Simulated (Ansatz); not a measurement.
In doubt: masses and optical values from hybrid runs of this build are listed as unsure (in some of the runs), which bears on the screening that GW takes from such a start.

System: BaTiO3 (Pm-3m).

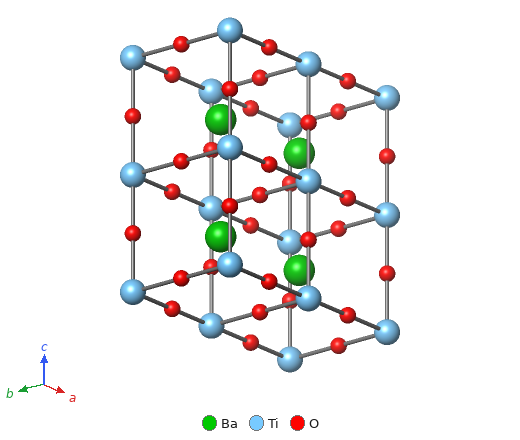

The structure (barium green, titanium blue, oxygen red). 2×1×2 cells are drawn. Some periodic images of atoms are drawn too.

The structure is cubic, space group Pm-3m (No. 221). The conventional cell has a = 4.006 Å, b = 4.006 Å, c = 4.006 Å, α = 90.00°, β = 90.00°, γ = 90.00°. Nearest to Ba lie 12 O at 2.83 Å. Nearest to Ti lie 6 O at 2.00 Å. Nearest to O lie 2 Ti at 2.00 Å and 4 Ba at 2.83 Å. Farther neighbours and most contacts between anions are not listed.

```
Ba Ti O
1.0
     4.00600    0.00000    0.00000
     0.00000    4.00600    0.00000
     0.00000    0.00000    4.00600
Ba Ti O
1 1 3
Direct
  0.50000 0.50000 0.50000
  0.00000 0.00000 0.00000
  0.50000 0.00000 0.00000
  0.00000 0.50000 0.00000
  0.00000 0.00000 0.50000
```

The cell and positions come from the Crystallography Open Database and are kept as given unless a step says otherwise. Spin-orbit coupling is left out unless a run names it. PAW set soft_2, made with PBE.

Gaps computed with Ansatz 0.2.0 without a self-energy: HSE06 3.18 eV, r2SCAN 2.15 eV and PBE0 3.93 eV.

**Question.** Estimate the G0W0@HSE06 gap with 4×4×4 mesh, 509 empty bands, screening to 230 eV, default PAW files.

About 3.48 eV: on its mesh the run moves the gap from 3.18 eV by +0.30 eV. Among the scalar-relativistic levels given, HSE06 is nearest (−0.30 eV). Bands and cutoff are finite, so the gap is not at the basis limit. The miss can reach some tenths of an eV and take either sign; the mesh is an error of its own. The 4×4×4 mesh is coarse for this cell (its supercell is 16 Å along the shortest edge). The RPA ε∞ on it, from the HSE06 start, is 4.87; such meshes misread the long-range screening, most where the gap is narrow. This is the ideal cubic cell; many perovskites, halides above all, are cubic only on average, and local tilts or off-centring can widen the gap. The many-body steps are scalar-relativistic: spin-orbit coupling is not in them.

[Paths, hosts, dates, memory and timing lines, banners, echoed tables and standing remarks are left out of the program output.]

[Logs are printed without paths, hosts, clocks, repeated set-up lines and the standing remarks that a program may print on its own settings, such as how far it seeks lower states.]

[Runs of the session that timed out or met a known fault of the program may be left out.]

[Cells called generated may have been cut or substituted from an entry of the Crystallography Open Database or the Materials Project.]

[Hosts, paths, dates, database ids (printed as entryN), source tags and the programs' standing remarks are cut or masked in the printed files.]
